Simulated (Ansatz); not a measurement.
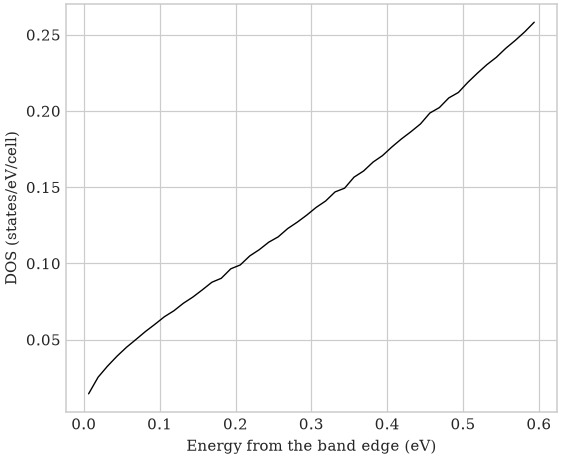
Figure: Density of states of AlP (F-43m) above the conduction band minimum, PBEsol, rigid bands in Ansatz (an electronic-structure program); cell volume 40.9 Å³.

Question: What effective density of states at 300 K does this give (∫ g(E) exp(−E/k_BT) dE, both spins, divided by the cell's size)?

Answer: 1.7e19 cm⁻³, a density-of-states mass of 0.78 mₑ, valleys and band degeneracy included.

Spin-orbit coupling is left out. Geometry: cell and atoms relaxed with PBEsol.
